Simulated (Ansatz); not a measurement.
**InP (F-43m): zone-centre modes under pressure**

Wanted: Grüneisen parameters and pressure coefficients of the modes of InP (F-43m).

Calculated with Ansatz 0.2.0; DFT PBE, scalar-relativistic, plane waves, PAW; PAW set soft_1.

The database entry behind the starting cell differs from later determinations by our own check (0.1 to 0.3 % short, probably kX units), so it need not match the best structure at ambient conditions.

### Step 1. Starting point

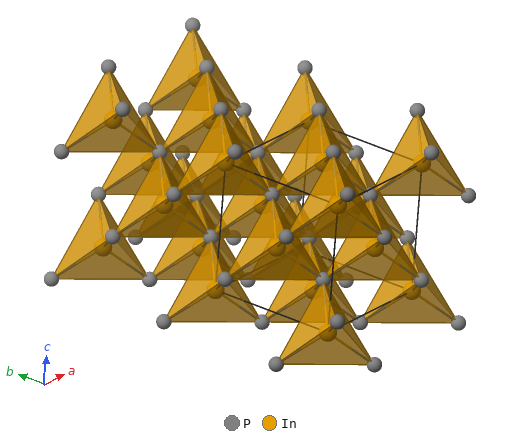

The starting structure, seen from a free direction (phosphorus grey, indium orange). 1×2×1 cells are drawn. This picture shows the conventional cell, with its axes. Some periodic images of atoms are drawn too.

### Step 2. Relaxation

Harmonic phonons are second derivatives at a point where the forces vanish, and they are wanted at zero stress, so atoms and cell are relaxed first.

The input, input.yaml:

```yaml
crystal:
  lattice:
    - [0.0, 2.9305, 2.9305]
    - [2.9305, 0.0, 2.9305]
    - [2.9305, 2.9305, 0.0]
  atoms:
    - { symbol: P, position: [0.75, 0.75, 0.75] }
    - { symbol: In, position: [0.0, 0.0, 0.0] }
kpoints:
  mp_grid: { grid: [8, 8, 8] }
hamiltonian:
  xc: pbe
  pseudopotentials: { kind: paw, azcp: { folder: soft_1 } }
scf:
  occupations: { method: gaussian, width: 0.02 }
output:
  forces: true
  stress: true
  eigenvalues: true
  write_density: true
  write_potential: true
  elf: true
  volumetric_format: npy
relax:
  adjacent_minimum: "off"
  f_tol: 0.005
  max_steps: 80
  cell: { stress_tol: 0.05 }
```

The run is started by

```bash
$ ansatz run input.yaml --threads 4 --pin off --max-ram 10240MiB --backend cpu --events-out ev --progress --plain --runs-dir out
```

Numbers of over 12 decimals in the logs are rounded to 6 here.

Output:

```text
Engine: ansatz 0.2.0, x86_64-unknown-linux-gnu
Pseudopotentials: kind: paw
Pseudopotential: P, paw, valence charge 5, recommended cutoff 420 eV (normal), soft_1/P.paw.azcp
Pseudopotential: In, paw, valence charge 13, recommended cutoff 420 eV (normal), soft_1/In.paw.azcp
Functional definition: PBE
  parameter kappa = 0.804
  parameter beta = 0.066725
  exchange = pbe_x(kappa = kappa, mu = beta*pi^2/3)
  correlation = pbe_c(beta = beta)
Crystal: 2 atoms, lattice volume = 50.333 Å³
Basis set: ecut = 420 eV, 941 PW (Γ), exchange–correlation on 60×60×60 points (8 copies of the dense FFT grid, shifted against one another)
Bands: 13, of which v1, the nominal top of the filled ones, is band 9 counted from 1 (8 counted from 0)
Symmetry: 24 space group operations
Space group: F-43m (ITA 216), of the structure as read, at distance tolerance 3.7e-5 Å
k-points: 29 of 512 (time reversal used)
Non-local potential: P, projectors of the file, l = 0: 2, l = 1: 2, l = 2: 1
Non-local potential: In, projectors of the file, l = 0: 2, l = 1: 2, l = 2: 2, l = 3: 1
PAW form: soft (Blöchl's): semilocal exchange-correlation on the pseudo side does not see the compensation charge
PAW one-centre angular grid: P, 110 points (default); XC on 64 Gauss nodes
PAW one-centre angular grid: In, 590 points (default); XC on 64 Gauss nodes
Initial density: superposition of atomic densities (chi_scale 0.1, normalization cell, long waves kept (reshape's long-wave potential 0.00 eV rms))
Initial wavefunctions: pseudopotential atomic-orbital guess
Functional: x = pbe(κ = 0.804, μ = 0.219515), c = pbe(β = 0.066725)
SCF iter   1: F=—  HF=-6354.275951 eV  |F-HF|=—  |Δ(HF+E_count)|=         —  Δρ=3.48e-2  dr2=8.78e-1  ethr=3.10e-3  ⟨swp⟩=6.6  Hψ=2636  notcnv=0
preconditioner: auto → none  [insulator: Δε(μ)=0.994 eV  Ē_g=14.497 eV  σ=0.020 eV  W_gap=1.00  n_scr=14 (ndim 8)  ℏωp=22.2 eV  f_vac=0.000  D(μ)=0.00/eV (n_scr^D=0)  ε∞_Penn≈3.3]
SCF iter   2: F=—  HF=-6354.057158 eV  |F-HF|=—  |Δ(HF+E_count)|=   2.19e-1  Δρ=1.59e-2  dr2=8.99e-2  ethr=3.10e-3  ⟨swp⟩=3.2  Hψ=913  notcnv=0
SCF iter   3: F=—  HF=-6354.048755 eV  |F-HF|=—  |Δ(HF+E_count)|=   8.40e-3  Δρ=6.30e-3  dr2=1.45e-2  ethr=4.99e-4  ⟨swp⟩=2.6  Hψ=659  notcnv=0
SCF iter   4: F=—  HF=-6354.048951 eV  |F-HF|=—  |Δ(HF+E_count)|=   1.96e-4  Δρ=1.05e-3  dr2=3.82e-4  ethr=8.06e-5  ⟨swp⟩=3.7  Hψ=781  notcnv=0
SCF iter   5: F=—  HF=-6354.048864 eV  |F-HF|=—  |Δ(HF+E_count)|=   8.63e-5  Δρ=2.35e-4  dr2=1.28e-5  ethr=2.12e-6  ⟨swp⟩=2.0  Hψ=648  notcnv=0
SCF iter   6: F=—  HF=-6354.048884 eV  |F-HF|=—  |Δ(HF+E_count)|=   1.94e-5  Δρ=2.71e-5  dr2=2.54e-7  ethr=7.13e-8  ⟨swp⟩=3.0  Hψ=653  notcnv=0
SCF iter   7: F=-6354.048884 eV  HF=-6354.048884 eV  |F-HF|=7.99e-10  |Δ(HF+E_count)|=   5.44e-8  Δρ=3.09e-6  dr2=4.52e-9  ethr=5.56e-10  ⟨swp⟩=11.7  Hψ=3061  notcnv=0
SCF 1 converged in 7 iterations: F = -6354.048884 eV  dr2 = 4.52e-9
  greatest PAW one-centre occupation: 0.981 electrons in one spin orbital (limit 2), on the In atom at site 1 (counted from 0), in its partial waves of l = 2
relax step   1: F+E_penalty+E_count = -6354.04888379 eV  Δ(F+E_penalty+E_count) = +0.000e0 eV  max|allowed force component| = 2.498e-16 eV/Å  Δτ_max = 0.0000 Å  P = +3.347 GPa  Ω = 50.333 Å³  (7 SCF iters, dr2 threshold 1.00e-7 eV, accepted)
Crystal: 2 atoms, lattice volume = 53.217 Å³
Basis set: ecut = 420 eV, 1037 PW (Γ), exchange–correlation on 60×60×60 points (8 copies of the dense FFT grid, shifted against one another)
Initial density: handed on by an earlier stage of this run
Initial wavefunctions: those handed on with the density
iter 1 solved again at ethr=3.49e-5 eV; its pass at ethr=3.10e-3 eV (dr2=6.27e-3 eV) is discarded
SCF iter   1: F=—  HF=-6354.075147 eV  |F-HF|=—  |Δ(HF+E_count)|=         —  Δρ=2.43e-3  dr2=6.05e-3  ethr=3.49e-5  ⟨swp⟩=2.0  Hψ=2999  notcnv=0
preconditioner: auto → none  [insulator: Δε(μ)=0.392 eV  Ē_g=14.525 eV  σ=0.020 eV  W_gap=1.00  n_scr=14 (ndim 8)  ℏωp=21.6 eV  f_vac=0.030  D(μ)=0.00/eV (n_scr^D=0)  ε∞_Penn≈3.2]
SCF iter   2: F=—  HF=-6354.073845 eV  |F-HF|=—  |Δ(HF+E_count)|=   1.30e-3  Δρ=9.26e-4  dr2=4.96e-4  ethr=3.36e-5  ⟨swp⟩=2.5  Hψ=632  notcnv=0
SCF iter   3: F=—  HF=-6354.073863 eV  |F-HF|=—  |Δ(HF+E_count)|=   1.80e-5  Δρ=3.89e-4  dr2=8.26e-5  ethr=2.76e-6  ⟨swp⟩=3.0  Hψ=655  notcnv=0
SCF iter   4: F=—  HF=-6354.073908 eV  |F-HF|=—  |Δ(HF+E_count)|=   4.47e-5  Δρ=2.00e-4  dr2=2.21e-5  ethr=4.59e-7  ⟨swp⟩=2.9  Hψ=666  notcnv=0
SCF iter   5: F=—  HF=-6354.073914 eV  |F-HF|=—  |Δ(HF+E_count)|=   6.18e-6  Δρ=4.33e-5  dr2=1.04e-6  ethr=1.23e-7  ⟨swp⟩=3.0  Hψ=665  notcnv=0
SCF iter   6: F=-6354.073915 eV  HF=-6354.073915 eV  |F-HF|=1.12e-8  |Δ(HF+E_count)|=   9.20e-7  Δρ=4.30e-6  dr2=1.35e-8  ethr=1.11e-9  ⟨swp⟩=12.6  Hψ=3239  notcnv=0
SCF 2 converged in 6 iterations: F = -6354.073915 eV  dr2 = 1.35e-8
  Residual-converged pass: ⟨swp⟩=1.1  Hψ=495  notcnv=0  max |occ|·‖R‖ = 6.9e-9 eV (tolerance 1.0e-8 eV)  dr2=1.35e-8  dr2_onsite=5.47e-10  max |Δocc| = 1.6e-52
relax step   2: F+E_penalty+E_count = -6354.07391519 eV  Δ(F+E_penalty+E_count) = -2.503e-2 eV  max|allowed force component| = 9.252e-17 eV/Å  Δτ_max = 0.0000 Å  P = -0.340 GPa  Ω = 53.217 Å³  energy of the carried Pulay correction = -3.133e-4 eV  (6 SCF iters, dr2 threshold 2.00e-7 eV, accepted)
Crystal: 2 atoms, lattice volume = 52.937 Å³
iter 1 solved again at ethr=2.65e-7 eV; its pass at ethr=3.10e-3 eV (dr2=4.77e-5 eV) is discarded
SCF iter   1: F=—  HF=-6354.074282 eV  |F-HF|=—  |Δ(HF+E_count)|=         —  Δρ=2.21e-4  dr2=4.90e-5  ethr=2.65e-7  ⟨swp⟩=2.8  Hψ=2810  notcnv=0
preconditioner: auto → none  [insulator: Δε(μ)=0.440 eV  Ē_g=14.529 eV  σ=0.020 eV  W_gap=1.00  n_scr=14 (ndim 8)  ℏωp=21.7 eV  f_vac=0.019  D(μ)=0.00/eV (n_scr^D=0)  ε∞_Penn≈3.2]
SCF iter   2: F=—  HF=-6354.074269 eV  |F-HF|=—  |Δ(HF+E_count)|=   1.26e-5  Δρ=8.45e-5  dr2=4.01e-6  ethr=2.65e-7  ⟨swp⟩=2.0  Hψ=486  notcnv=0
SCF iter   3: F=—  HF=-6354.074269 eV  |F-HF|=—  |Δ(HF+E_count)|=   4.47e-8  Δρ=3.51e-5  dr2=6.46e-7  ethr=2.23e-8  ⟨swp⟩=3.0  Hψ=645  notcnv=0
SCF iter   4: F=-6354.074270 eV  HF=-6354.074270 eV  |F-HF|=1.01e-8  |Δ(HF+E_count)|=   2.71e-7  Δρ=1.81e-5  dr2=1.74e-7  ethr=1.11e-9  ⟨swp⟩=10.9  Hψ=2981  notcnv=0
SCF 3 converged in 4 iterations: F = -6354.074270 eV  dr2 = 1.74e-7
relax step   3: F+E_penalty+E_count = -6354.07426960 eV  Δ(F+E_penalty+E_count) = -3.544e-4 eV  max|allowed force component| = 8.558e-17 eV/Å  Δτ_max = 0.0000 Å  P = -0.030 GPa  Ω = 52.937 Å³  energy of the carried Pulay correction = -2.837e-4 eV  (4 SCF iters, dr2 threshold 2.00e-7 eV, accepted)
Initial wavefunctions: pseudopotential atomic-orbital guess (no wavefunctions were taken with the density)
iter 1 solved again at ethr=9.75e-7 eV; its pass at ethr=3.10e-3 eV (dr2=1.75e-4 eV) is discarded
SCF iter   1: F=—  HF=-6354.074313 eV  |F-HF|=—  |Δ(HF+E_count)|=         —  Δρ=1.42e-4  dr2=5.97e-7  ethr=9.75e-7  ⟨swp⟩=3.5  Hψ=3805  notcnv=0
eigensolver tolerance schedule: the retry pair's looser diagonalisation over-reported the residual by 292.99 of it (diagonalisation noise at 0.10 of the residual, at the tolerance the schedule requests for it); recorded, not acted on — ethr = c·dr2/N_el stays at c = 1.0e-1
preconditioner: auto → none  [insulator: Δε(μ)=0.438 eV  Ē_g=14.530 eV  σ=0.020 eV  W_gap=1.00  n_scr=14 (ndim 8)  ℏωp=21.7 eV  f_vac=0.020  D(μ)=0.00/eV (n_scr^D=0)  ε∞_Penn≈3.2]
SCF iter   2: F=—  HF=-6354.074504 eV  |F-HF|=—  |Δ(HF+E_count)|=   1.91e-4  Δρ=7.10e-5  dr2=1.47e-7  ethr=3.32e-9  ⟨swp⟩=2.7  Hψ=657  notcnv=0
SCF iter   3: F=—  HF=-6354.074568 eV  |F-HF|=—  |Δ(HF+E_count)|=   6.35e-5  Δρ=9.96e-6  dr2=2.37e-8  ethr=8.15e-10  ⟨swp⟩=2.5  Hψ=561  notcnv=0
SCF iter   4: F=—  HF=-6354.074569 eV  |F-HF|=—  |Δ(HF+E_count)|=   9.10e-7  Δρ=2.41e-6  dr2=6.57e-10  ethr=1.32e-10  ⟨swp⟩=2.0  Hψ=638  notcnv=0
SCF iter   5: F=-6354.074569 eV  HF=-6354.074569 eV  |F-HF|=2.28e-10  |Δ(HF+E_count)|=   5.48e-8  Δρ=3.11e-7  dr2=1.98e-11  ethr=1.00e-12  ⟨swp⟩=6.3  Hψ=2242  notcnv=0
SCF 4 converged in 5 iterations: F = -6354.074569 eV  dr2 = 1.98e-11
relax step   4: F+E_penalty+E_count = -6354.07456885 eV  Δ(F+E_penalty+E_count) = -2.992e-4 eV  max|allowed force component| = 6.476e-17 eV/Å  Δτ_max = 0.0000 Å  P = -0.029 GPa  Ω = 52.937 Å³  stress off target by 2.94e-2 GPa  SCF on the basis re-selected at this cell (its energy is not comparable with the rows above)  (5 SCF iters)
basis re-selected at this cell: Δ(F+E_penalty+E_count) = -2.992e-4 eV, ΔP = +0.001 GPa vs the last step (what re-selecting the basis moved, of the pressure what is left beyond the Pulay correction that the steps carried, after the strain that the cell walked since its last selection, with what the two solves' SCF thresholds leave and, on support functions, any second-order correction that the steps lacked; it is no m [...]
SCF converged after 5 iterations
Free energy (F): -6354.074569 eV
Harris-Foulkes:  -6354.074569 eV  (|F-HF|=2.28e-10)
Internal energy: -6354.074569 eV  (E = F + TS)
E sigma→0 (E₀):  -6354.074569 eV
Fermi energy:    6.625783 eV
--- Per-component energies (eV) ---
  E_band       = -60.661946
  E_kinetic    = 286.147800
  E_local      = -1361.332320  (includes V_loc(G=0)·N_el)
  E_nonlocal   = 359.524497
  E_hartree    = 545.127005
  E_xc         = -214.821105
  E_vxc        = -149.115770  (∫ρ·V_xc dr)
  E_paw        = -4768.362492  (= ΣΔE_a)
  E_vpaw       = -286.140249  (= ΣTr[D̂ρ^β])
  E_aug_tail   = 0.000141  (compensation charges beyond the density's cutoff)
  E_ewald      = -1200.358094
  E_smearing   = -0.000000  (= −TS)
  E_closure    = -0.000000  (closes the sum)
  Σ components = -6354.074569   (vs F -6354.074569, Δ=0.00e0)
--- Forces (eV/Å), atoms counted from 1 ---
  atom   1  P      0.00000000    -0.00000000    -0.00000000
  atom   2  In    -0.00000000    -0.00000000     0.00000000
  max |Σ_I F_I| component: 9.25e-17 eV/Å
--- Stress (GPa, compression-positive) ---
       -0.029420      -0.000000       0.000000
        0.000000      -0.029420       0.000000
        0.000000       0.000000      -0.029420
  P = ⅓ Tr σ = -0.0294 GPa (-0.294 kbar)
--- Band table (eV; the first three rows and the last of 29) ---
  k-point 0: bands = [... 5 lower, -4.7773, 6.4061, 6.4061, 6.4061, 6.8445, 10.4920, 10.4920, 10.4920]
  k-point 1: bands = [... 5 lower, -4.6129, 4.8554, 6.2356, 6.2356, 7.8624, 10.6054, 10.7516, 10.7516]
  k-point 2: bands = [... 5 lower, -4.1550, 3.0589, 5.8922, 5.8922, 8.0567, 11.1591, 11.1591, 11.5835]
  k-point 28: bands = [... 5 lower, -2.5541, 1.0086, 3.6598, 3.7152, 10.5792, 10.6910, 11.8468, 12.6113]
--- Relaxed structure (3 steps of the walk, 3 accepted, 1 SCFs on fresh bases) ---
  F+E_penalty+E_count = -6354.07456885 eV   max|allowed force component| = 6.476e-17 eV/Å   (the final SCF, on the basis selected at the relaxed cell)
  cell:  # Å, volume = 52.9369 Å³
    - [0, 2.980182, 2.980182]
    - [2.980182, 0, 2.980182]
    - [2.980182, 2.980182, 0]
  atoms:
    - { symbol: P, position: [0.75, 0.75, 0.75] }
    - { symbol: In, position: [0, 0, 0] }
```

Run time: 1.9 s. Hardware: 4 threads of AMD EPYC 9B14 (Zen 4), shared host; peak memory 0.41 GiB.

The steps of the relaxation:

| step | energy less that of the first step (eV) | largest force component (eV/Å) | pressure (GPa) | volume (Å³) |
| --- | --- | --- | --- | --- |
| 1 | 0.0000 | 0.0000 | 3.35 | 50.33 |
| 2 | -0.0250 | 0.0000 | -0.34 | 53.22 |
| 3 | -0.0254 | 0.0000 | -0.03 | 52.94 |
| 4* | -0.0257 | 0.0000 | -0.03 | 52.94 |

Relaxation steps marked * repeat the geometry before them on a plane-wave basis chosen anew for their cell, so energy and pressure can jump there.

The run keeps the 24 symmetry operations that it works with, so distortions that break them were not tested.

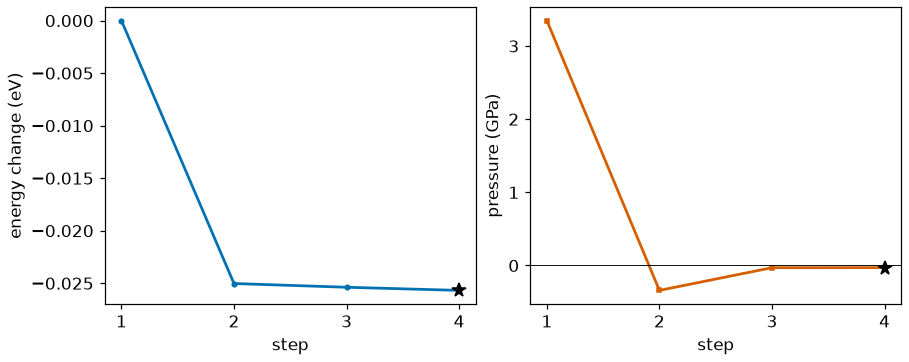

Energy and pressure along the relaxation. Stars mark steps on a basis chosen anew.

| conventional cell, symmetrised | before | after | change |
| --- | --- | --- | --- |
| a (Å) | 5.861 | 5.960 | +1.7 % |
| b (Å) | 5.861 | 5.960 | +1.7 % |
| c (Å) | 5.861 | 5.960 | +1.7 % |
| volume (Å³/atom) | 25.17 | 26.47 | +5.2 % |

Final coordinates:

```
P In
1.0
     0.00000    2.98018    2.98018
     2.98018    0.00000    2.98018
     2.98018    2.98018    0.00000
P In
1 1
Direct
  0.75000 0.75000 0.75000
  0.00000 0.00000 0.00000
```

Numbers from this step:

* pressure: -0.02942 GPa
* gap on the k-mesh: 0.4384 eV
* volume per atom: 26.47 Å³

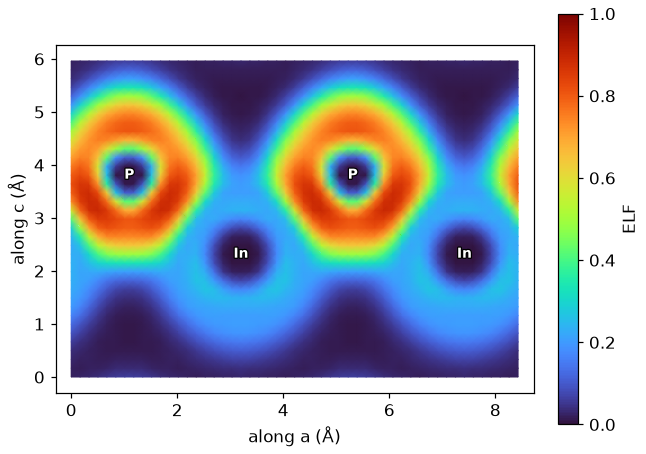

ELF in the ac plane of a cell with a along [110], b along [-110] and c along [001] of the cube at fractional y = 0.000, with atoms of P and In within 0.2 Å of it. It is the smooth field of the valence electrons, not physical close to the nuclei. The map starts off the cell's origin, so that atoms lie inside it.

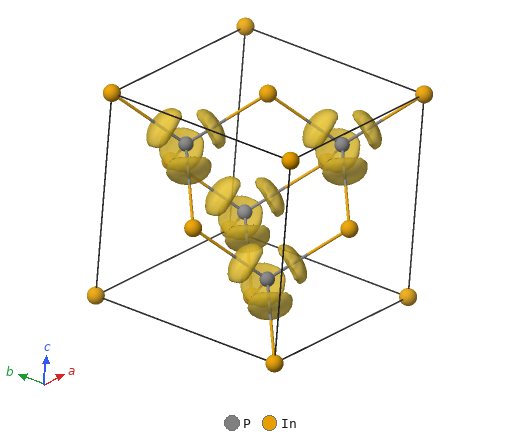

Surface of ELF = 0.82. Bonds to atoms that aren't drawn are left out.

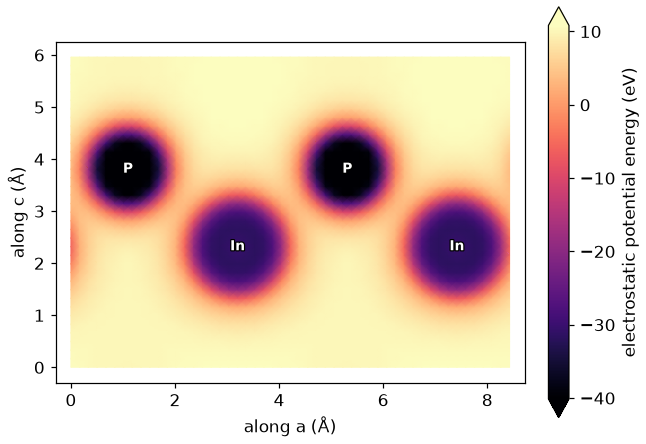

Electrostatic potential energy in the ac plane of a cell with a along [110], b along [-110] and c along [001] of the cube at fractional y = 0.000, with atoms of P and In within 0.2 Å of it. With pseudopotentials it is smooth inside the atoms' cores, unlike the true potential. The map starts off the cell's origin, so that atoms lie inside it.

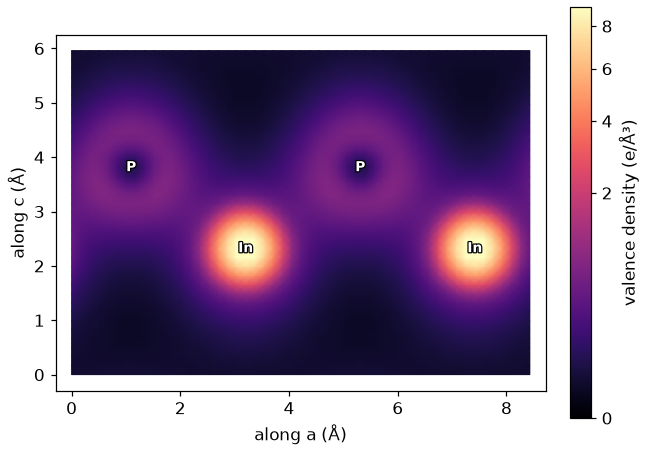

Valence density in the ac plane of a cell with a along [110], b along [-110] and c along [001] of the cube at fractional y = 0.000, with atoms of P and In within 0.2 Å of it. It is the smooth field of the valence electrons, not physical close to the nuclei. The map starts off the cell's origin, so that atoms lie inside it. The colour scale is stretched toward low values.

In this step the volume went from 25.17 to 26.47 Å³/atom.

### Step 3. Relaxation

The relaxation is repeated from its end, on the mesh and smearing that suit the cell and gap now reached.

input.yaml, the sections that differ from step 2:

```yaml
crystal:
  lattice:
    - [0.0, 2.9801820402, 2.9801820402]
    - [2.9801820402, 0.0, 2.9801820402]
    - [2.9801820402, 2.9801820402, 0.0]
  atoms:
    - { symbol: P, position: [0.75, 0.75, 0.75] }
    - { symbol: In, position: [0.0, 0.0, 0.0] }
kpoints:
  mp_grid: { grid: [10, 10, 10] }
# hamiltonian, scf, output, relax: as in step 2
```

Output:

```text
[...]
Crystal: 2 atoms, lattice volume = 52.937 Å³
Basis set: ecut = 420 eV, 1037 PW (Γ), exchange–correlation on 60×60×60 points (8 copies of the dense FFT grid, shifted against one another)
Bands: 13, of which v1, the nominal top of the filled ones, is band 9 counted from 1 (8 counted from 0)
Symmetry: 24 space group operations
[...]
k-points: 47 of 1000 (time reversal used)
[...]
k-point 46: bands = [... 5 lower, -2.5617, 0.9935, 3.7105, 3.7582, 10.1940, 10.2894, 12.4180, 12.9361]
--- Relaxed structure (1 steps of the walk, 1 accepted, 1 SCFs on fresh bases) ---
[...]
cell:  # Å, volume = 52.9369 Å³
    - [0.0, 2.9801820402, 2.9801820402]
    - [2.9801820402, 0.0, 2.9801820402]
    - [2.9801820402, 2.9801820402, 0.0]
  atoms:
    - { symbol: P, position: [0.750000, 0.750000, 0.750000] }
    - { symbol: In, position: [0.0, 0.0, 0.0] }
[key lines of the parts left out:]
SCF converged after 5 iterations
Free energy (F): -6354.076372 eV
Fermi energy:    6.624723 eV
P = ⅓ Tr σ = -0.0206 GPa (-0.206 kbar)
```

Wall time 1.5 s (4 threads); peak memory 0.43 GiB; 5 s of CPU time.

Little changed from the start: no atom moved by 0.005 Å and no cell edge by 0.1 %.

This step gave:

```
pressure          : -0.02058 GPa
gap on the k-mesh : 0.4389 eV
```

In this step the volume went from 26.47 to 26.47 Å³/atom.

[end of part 1 of 3]

[Logs are printed without paths, hosts, clocks, repeated set-up lines and the standing remarks that a program may print on its own settings, such as how far it seeks lower states.]

[Hosts, paths, dates, database ids (printed as entryN), source tags and the programs' standing remarks are cut or masked in the printed files.]
